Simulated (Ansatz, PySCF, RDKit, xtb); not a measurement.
# Solving SiN2F−, step by step, part 2 of 2

Only the formula SiN2F− is given (charge -1). Aim: find the structure of lowest free energy at 298.15 K, then its properties.

xtb, Ansatz and PySCF; isolated molecules. The steps go on from the part before.

## Step 12: Density, orbitals and dipole (PBE0/def2-TZVPD)

File input.yaml:

```yaml
crystal:
  periodic: [false, false, false]
  atoms:
    - {symbol: F, position_ang: [-1.309480, 0.887701, 1.297803]}
    - {symbol: N, position_ang: [-0.008989, 0.112839, -1.030679]}
    - {symbol: "N", position_ang: [0.661565, -0.427310, -0.150281]}
    - {symbol: Si, position_ang: [0.153995, 1.315920, 0.444317]}
basis:
  gaussian:
    orbitals: def2-TZVPD
total_charge: -1
magnetization:
  spin_polarized: false
hamiltonian:
  xc: pbe0
output: {forces: true, orbitals: {seedname: orbitals}}
```

Launch:

```sh
$ ansatz run input.yaml --threads 2 --pin off --max-ram 4350MiB --events-out events.jsonl --progress --plain --runs-dir runs
```

Log, shortened:

```text
Warning: RAYON_NUM_THREADS=2 ignored (pool sized by the plan → 2); use --threads N
Functional definition: PBE0
  name "PBE0"
[...]
851 factors; their error is unknown
[...]
mean field -13568.74370179 eV, -498.6421338160 hartree, gradient 2.3e-5 eV, S^2 0.000000; 0 other end points of the search recorded, 0 dependent functions left out
[...]
reference -13568.74373439 eV, -498.6421350141 hartree; 19, 19 occupied and 138, 138 virtual orbitals, 851 factors
Total energy: -13568.74373439 eV, -498.6421350141 hartree
Atom 0 at    -1.309480     0.887701     1.297803 Å, force     0.784863     0.232929    -0.457185 eV/Å
Atom 1 at    -0.008989     0.112839    -1.030679 Å, force     0.337730    -0.028116     0.673872 eV/Å
Atom 2 at     0.661565    -0.427310    -0.150281 Å, force    -0.399026     0.570338    -0.296058 eV/Å
Atom 3 at     0.153995     1.315920     0.444317 Å, force    -0.723567    -0.775151     0.079371 eV/Å
Dipole moment:    -0.058104    -0.003256     0.042098 e Å
```

It took 1.4 s on 2 threads of Intel Xeon 6975P-C (Granite Rapids), shared host.

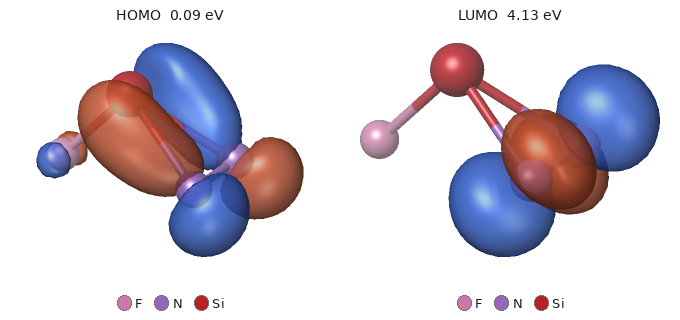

Frontier orbitals of this run, surfaces at ±0.2 Å^-3/2.

## Step 13: Frequencies after a tight-binding relaxation (GFN2-xTB)

File start.xyz:

```xyz
4
c882
F     -1.309480     0.887701     1.297803
N     -0.008989     0.112839    -1.030679
N      0.661565    -0.427310    -0.150281
Si     0.153995     1.315920     0.444317
```

Launch:

```sh
$ xtb start.xyz --gfn 2 --ohess tight --chrg -1
```

Log, shortened:

```text
* xtb version 6.7.1
[...]
          :  # basis functions                  22          :
[...]
          :  # electrons                        22          :
[...]
          :  Hamiltonian                  GFN2-xTB          :
[...]
          :  net charge                         -1          :
          :  unpaired electrons                  0          :
[...]
   *** convergence criteria satisfied after 13 iterations ***
[...]
   *** GEOMETRY OPTIMIZATION CONVERGED AFTER 9 ITERATIONS ***
[...]
   *** convergence criteria satisfied after 3 iterations ***
[...]
         ::                     SUMMARY                     ::
         :::::::::::::::::::::::::::::::::::::::::::::::::::::
         :: total energy             -12.412176481948 Eh    ::
         :: gradient norm              0.000033325798 Eh/a0 ::
         :: HOMO-LUMO gap              0.477934536630 eV    ::
         ::.................................................::
         :: SCC energy               -12.455923271677 Eh    ::
         :: -> isotropic ES            0.190844400400 Eh    ::
         :: -> anisotropic ES         -0.018381202579 Eh    ::
         :: -> anisotropic XC          0.015263293710 Eh    ::
         :: -> dispersion             -0.002394188159 Eh    ::
         :: repulsion energy           0.043746789728 Eh    ::
         :: add. restraining           0.000000000000 Eh    ::
         :: total charge              -1.000000000000 e     ::
         :::::::::::::::::::::::::::::::::::::::::::::::::::::
[...]
        11        1.9998           -0.0696422              -1.8951 (HOMO)
        12        0.0002           -0.0520785              -1.4171 (LUMO)
[...]
     #   Z          covCN         q      C6AA      α(0)
     1   9 F        0.693    -0.524    15.200     4.603
     2   7 N        1.794    -0.349    29.893     8.099
     3   7 N        1.794    -0.349    29.892     8.099
     4  14 Si       2.320     0.221   190.224    29.830
[...]
molecular dipole:
                 x           y           z       tot (Debye)
 q only:        0.969      -0.145      -0.364
   full:        0.463      -0.893      -0.438       2.789
molecular quadrupole (traceless):
[...]
          | TOTAL ENERGY              -12.412176481949 Eh   |
          | TOTAL ENTHALPY            -12.398415377214 Eh   |
          | TOTAL FREE ENERGY         -12.430978749293 Eh   |
          | GRADIENT NORM               0.000033410914 Eh/α |
[...]
```

It took 0.058 s on 2 threads of Intel Xeon 6975P-C (Granite Rapids), shared host.

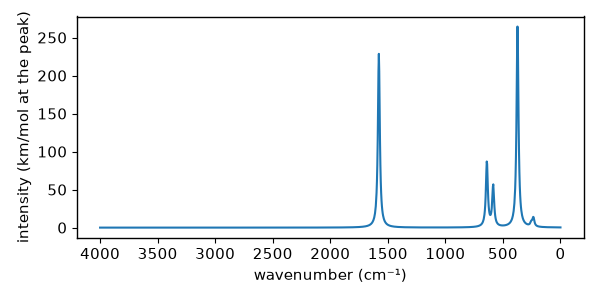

Harmonic infrared spectrum, unscaled, lines broadened by 10 cm⁻¹.

## Step 14: Electronic excitations (TD-CAM-B3LYP/def2-SVPD)

An in-house driver calls PySCF's response routines at TD-CAM-B3LYP/def2-SVPD; it has no typed input.

Log:

```text
coarse grid: 4840 points
cycle   1  E = -498.4498688019  dE =  1.210e-01  |g| = 5.742e-01  |ddm| = 2.497e+00
cycle   2  E = -498.3906993047  dE =  5.917e-02  |g| = 8.884e-01  |ddm| = 1.202e+00
cycle   3  E = -498.5178255891  dE = -1.271e-01  |g| = 3.691e-02  |ddm| = 4.761e-01
cycle   4  E = -498.5180598699  dE = -2.343e-04  |g| = 3.031e-02  |ddm| = 1.277e-01
cycle   5  E = -498.5183031558  dE = -2.433e-04  |g| = 7.353e-03  |ddm| = 5.132e-02
cycle   6  E = -498.5183261478  dE = -2.299e-05  |g| = 1.121e-03  |ddm| = 2.924e-02
cycle   7  E = -498.5183273535  dE = -1.206e-06  |g| = 3.443e-04  |ddm| = 8.469e-03
final grid: 45520 points
cycle   8  E = -498.5786087539  dE = -5.059e-06  |g| = 1.872e-03  |ddm| = 1.462e-02
cycle   9  E = -498.5786081121  dE =  6.419e-07  |g| = 2.646e-03  |ddm| = 3.962e-03
cycle  10  E = -498.5786095192  dE = -1.407e-06  |g| = 1.073e-04  |ddm| = 2.137e-03
cycle  11  E = -498.5786095367  dE = -1.753e-08  |g| = 6.076e-05  |ddm| = 3.919e-04
cycle  12  E = -498.5786095443  dE = -7.570e-09  |g| = 5.429e-05  |ddm| = 2.610e-04
cycle  13  E = -498.5786095482  dE = -3.985e-09  |g| = 2.884e-05  |ddm| = 1.909e-04
cycle  14  E = -498.5786095504  dE = -2.111e-09  |g| = 1.394e-05  |ddm| = 2.213e-04
cycle  15  E = -498.5786095505  dE = -1.519e-10  |g| = 4.488e-06  |ddm| = 5.757e-05
converged SCF energy = -498.5786095505

Static polarisability (au): isotropic 53.258, principal 44.470 46.566 68.738

Singlet excitations
state   eV       nm        f      main configurations
  1   1.9212    645.3   0.00019   H->L 0.95
  2   4.1065    301.9   0.00294   H->L+3 0.72, H->L+1 0.25
  3   4.4719    277.3   0.01078   H->L+1 0.72, H->L+3 0.25
  4   4.7444    261.3   0.17587   H->L+2 0.90
  5   4.9165    252.2   0.00099   H-1->L 0.95
  6   5.5804    222.2   0.00322   H->L+4 0.76, H->L+5 0.10, H-1->L+2 0.09
  7   6.2543    198.2   0.06693   H-1->L+2 0.74, H->L+4 0.12
  8   6.3100    196.5   0.20509   H-1->L+1 0.94

Triplet excitations (Tamm-Dancoff, eV): 1.2549 2.9432 3.8542
```

It took 2.6 s on 2 threads of Intel Xeon 6975P-C (Granite Rapids), shared host.

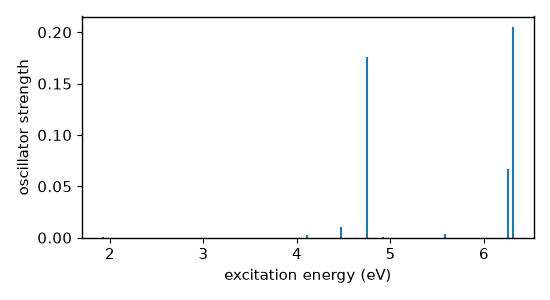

Vertical excitations as sticks.

The roots found:

| excited state | energy (eV) | strength |
| --- | --- | --- |
| 1 | 1.921 | 0.0002 |
| 2 | 4.106 | 0.0029 |
| 3 | 4.472 | 0.0108 |
| 4 | 4.744 | 0.1759 |
| 5 | 4.917 | 0.0010 |
| 6 | 5.580 | 0.0032 |
| 7 | 6.254 | 0.0669 |
| 8 | 6.310 | 0.2051 |

## Step 15: NMR shieldings (GIAO PBE0/pcSseg-1)

An in-house driver calls PySCF's response routines at GIAO PBE0/pcSseg-1; it has no typed input.

Log:

```text
coarse grid: 4840 points
cycle   1  E = -498.4149734168  dE =  2.069e-01  |g| = 6.046e-01  |ddm| = 2.088e+00
cycle   2  E = -498.3185283389  dE =  9.645e-02  |g| = 1.017e+00  |ddm| = 9.937e-01
cycle   3  E = -498.4780449411  dE = -1.595e-01  |g| = 5.159e-02  |ddm| = 5.891e-01
cycle   4  E = -498.4779583538  dE =  8.659e-05  |g| = 5.428e-02  |ddm| = 1.081e-01
cycle   5  E = -498.4787534950  dE = -7.951e-04  |g| = 1.055e-02  |ddm| = 6.413e-02
cycle   6  E = -498.4787831585  dE = -2.966e-05  |g| = 1.862e-03  |ddm| = 1.477e-02
cycle   7  E = -498.4787838201  dE = -6.615e-07  |g| = 2.121e-04  |ddm| = 1.802e-03
final grid: 45520 points
cycle   8  E = -498.5045234384  dE = -8.122e-06  |g| = 3.989e-03  |ddm| = 1.069e-02
cycle   9  E = -498.5045136692  dE =  9.769e-06  |g| = 7.102e-03  |ddm| = 1.048e-02
cycle  10  E = -498.5045272531  dE = -1.358e-05  |g| = 6.195e-04  |ddm| = 7.457e-03
cycle  11  E = -498.5045273340  dE = -8.091e-08  |g| = 5.513e-05  |ddm| = 7.834e-04
cycle  12  E = -498.5045273344  dE = -3.593e-10  |g| = 4.545e-05  |ddm| = 8.209e-05
cycle  13  E = -498.5045273348  dE = -3.608e-10  |g| = 1.628e-05  |ddm| = 3.300e-05
converged SCF energy = -498.5045273348

GIAO shielding tensors (ppm)
atom      isotropic    diamagn.    paramagn.     s11        s22        s33       span
  0 F      376.423     477.420    -100.996    238.599    364.486    526.185    287.586
  1 N     -593.400     325.089    -918.489  -1595.517   -478.812    294.127   1889.644
  2 N     -593.493     324.778    -918.272  -1595.739   -478.913    294.173   1889.913
  3 Si     531.904     876.649    -344.745    172.285    307.157   1116.270    943.984
```

It took 1.8 s on 2 threads of Intel Xeon 6975P-C (Granite Rapids), shared host.

Isotropic shieldings (absolute, not shifts):

| atoms | shielding (ppm) |
| --- | --- |
| F1 | 376.4 |
| N2 | -593.4 |
| N3 | -593.5 |
| Si4 | 531.9 |

## Step 16: One electron fewer at the same geometry (PBE0/def2-TZVPD)

File input.yaml:

```yaml
basis:
  gaussian:
    orbitals: def2-TZVPD
crystal:
  periodic: [false, false, false]
  atoms:
    - {symbol: F, position_ang: [-1.309480, 0.887701, 1.297803]}
    - {symbol: "N", position_ang: [-0.008989, 0.112839, -1.030679]}
    - {symbol: "N", position_ang: [0.661565, -0.427310, -0.150281]}
    - {symbol: Si, position_ang: [0.153995, 1.315920, 0.444317]}
magnetization:
  spin_polarized: true
  initial_magnetization: 1
hamiltonian:
  xc: pbe0
```

Launch:

```sh
$ ansatz run input.yaml --threads 2 --pin off --max-ram 4350MiB --events-out events.jsonl --progress --plain --runs-dir runs
```

Log:

```text
Warning: RAYON_NUM_THREADS=2 ignored (pool sized by the plan → 2); use --threads N
Functional definition: PBE0
  name "PBE0"
  parameter a = 0.25
  parameter kappa = 0.804
  parameter beta = 0.06672455060314922
  exchange = (1 - a)*pbe_x(kappa = kappa, mu = beta*pi^2/3) + a*exact_x
  correlation = pbe_c(beta = beta)
851 factors; their error is unknown
mean field evaluation 1: about -13563.8452 eV, gradient 2.9e1 eV
mean field evaluation 2: about -13557.6817 eV, gradient 5.4e1 eV
mean field evaluation 4: about -13566.7011 eV, gradient 2.0e0 eV
mean field evaluation 8: about -13566.7445 eV, gradient 5.0e-2 eV
mean field evaluation 16: about -13566.7446 eV, gradient 2.5e-4 eV
mean field -13566.74456289 eV, -498.5686668163 hartree, gradient 6.5e-5 eV, S^2 0.755644; 2 other end points of the search recorded, 0 dependent functions left out
reference -13566.74459600 eV, -498.5686680333 hartree; 19, 18 occupied and 138, 139 virtual orbitals, 851 factors
Total energy: -13566.74459600 eV, -498.5686680333 hartree
```

Wall time 2.2 s (2 threads of Intel Xeon 6975P-C (Granite Rapids), shared host).

Difference from the parent: 2.00 eV.

## Step 17: The triplet at the same geometry (PBE0/def2-TZVPD)

File input.yaml:

```yaml
crystal:
  periodic: [false, false, false]
  atoms:
    - {symbol: F, position_ang: [-1.309480, 0.887701, 1.297803]}
    - {symbol: N, position_ang: [-0.008989, 0.112839, -1.030679]}
    - {symbol: N, position_ang: [0.661565, -0.427310, -0.150281]}
    - {symbol: Si, position_ang: [0.153995, 1.315920, 0.444317]}
basis:
  gaussian: {orbitals: def2-TZVPD}
total_charge: -1
magnetization: {spin_polarized: true, initial_magnetization: 2}
hamiltonian: {xc: {name: PBE0}}
```

Launch:

```sh
$ ansatz run input.yaml --threads 2 --pin off --max-ram 4350MiB --events-out events.jsonl --progress --plain --runs-dir runs
```

Log:

```text
Warning: RAYON_NUM_THREADS=2 ignored (pool sized by the plan → 2); use --threads N
Functional definition: PBE0
  name "PBE0"
  parameter a = 0.25
  parameter kappa = 0.804
  parameter beta = 0.06672455060314922
  exchange = (1 - a)*pbe_x(kappa = kappa, mu = beta*pi^2/3) + a*exact_x
  correlation = pbe_c(beta = beta)
851 factors; their error is unknown
mean field evaluation 1: about -13565.6886 eV, gradient 2.0e1 eV
mean field evaluation 2: about -13562.0048 eV, gradient 3.5e1 eV
mean field evaluation 4: about -13567.4414 eV, gradient 1.8e0 eV
mean field evaluation 8: about -13567.4560 eV, gradient 6.0e-2 eV
mean field evaluation 16: about -13567.4816 eV, gradient 5.9e-4 eV
mean field -13567.48155980 eV, -498.5957509533 hartree, gradient 6.4e-5 eV, S^2 2.012724; 2 other end points of the search recorded, 0 dependent functions left out
reference -13567.48159250 eV, -498.5957521550 hartree; 20, 18 occupied and 137, 139 virtual orbitals, 851 factors
Total energy: -13567.48159250 eV, -498.5957521550 hartree
```

It took 2.5 s on 2 threads of Intel Xeon 6975P-C (Granite Rapids), shared host.

It lies 1.26 eV above the singlet.

## Step 18: Stability of the closed-shell solution (PBE0/def2-SVP)

File run.py:

```python
from pyscf import gto, dft

system = gto.M(
    atom='''
F   -1.309480   0.887701   1.297803
N   -0.008989   0.112839  -1.030679
N    0.661565  -0.427310  -0.150281
Si   0.153995   1.315920   0.444317
''',
    basis='def2-svp',
    max_memory=3100,
    verbose=3,
    charge=-1,
    spin=0,
)

calc0 = dft.RKS(system, xc='pbe0')
calc0 = calc0.density_fit(auxbasis='def2-universal-jkfit')
calc0.grids.level = 3
calc0.max_cycle = 100
calc0.kernel()
if not calc0.converged:
    calc0 = calc0.newton().run(calc0.mo_coeff, calc0.mo_occ)

etot = calc0.e_tot
print('E(%s) = %.9f' % ('PBE0', etot))
mo_i, mo_e, stable_i, stable_e = calc0.stability(internal=True, external=True, return_status=True)
print('stable: internal', stable_i, 'external', stable_e)
```

Launch:

```sh
$ OMP_NUM_THREADS=2 python run.py
```

Log:

```text
converged SCF energy = -498.268595916724
E(PBE0) = -498.268595917
<class 'pyscf.df.df_jk.DFRKS'> wavefunction is stable in the internal stability analysis
<class 'pyscf.df.df_jk.DFRKS'> wavefunction is stable in the real -> complex stability analysis
<class 'pyscf.df.df_jk.DFRKS'> wavefunction is stable in the RHF/RKS -> UHF/UKS stability analysis
stable: internal True external True
```

It took 8.4 s on 2 threads of Intel Xeon 6975P-C (Granite Rapids), shared host.

## Step 19: Results

This closing draws on all 2 parts.

```
                                                               quantity                                                                  value
                                                 lowest structure found                                         [F][Si]1[N][N]1 ‡, singlet, Cs
                                                          next finalist                         [N-]=N[Si]F, singlet, 6.1 kcal/mol higher in G
                              share at equilibrium, among the finalists                                                                100.0 %
                                                                 funnel  6 starts, 4 minima at GFN2-xTB, 5 screening runs, 4 relaxed, 4 ranked
                                                   CPU time of all runs                                                                7.2 min
      harmonic wavenumbers, lowest and highest (B3LYP-D3(BJ)/def2-SVPD)                                                      263 and 1619 cm⁻¹
                                    rotational constants, same geometry                                            0.5053, 0.1759, 0.1562 cm⁻¹
                                          HOMO energy (PBE0/def2-TZVPD)                                                                0.09 eV
                                          LUMO energy (PBE0/def2-TZVPD)                                                                4.13 eV
HOMO–LUMO gap (to an unbound level, set by the basis) (PBE0/def2-TZVPD)                                                                4.03 eV
                             lowest excitation (TD-CAM-B3LYP/def2-SVPD)                                                    1.92 eV (f = 0.000)
                           strongest of the states computed, same level                                                    6.31 eV (f = 0.205)
                    lowest triplet excitation, same level, Tamm-Dancoff                                                                1.25 eV
                                             vertical detachment energy                                                                2.00 eV
                                          vertical triplet less singlet                                                               +1.26 eV
```

**Reading.** The search ends on `[F][Si]1[N][N]1` ‡. The margin of 6.1 kcal/mol over the next finalist is beyond the usual error of the last level; it says nothing of structures that weren't ranked. r2SCAN-D4/def2-SVPD, B3LYP-D3(BJ)/def2-SVPD and MP2/def2-TZVPPD already put its bonding pattern lowest among the structures in one piece; HF/STO-3G and HF/def2-TZVPPD favour the triplet [N-]=N[Si]F. The largest share of the time went into the final energies (49 %). A large T1 diagnostic among the finalists warns that one reference determinant may not suffice. It concerns: the winner; the finalist [N-]=N[Si]F (singlet). In an anion, excitations above the detachment energy lie in the continuum and hang on the basis, so they needn't be bound states. Lowest found is not proven lowest: the search is finite, and each finalist counts with one conformer.

‡ marks the bonded skeleton alone, with all bonds drawn single: no Lewis structure was assigned that passes a check against the bond lengths.
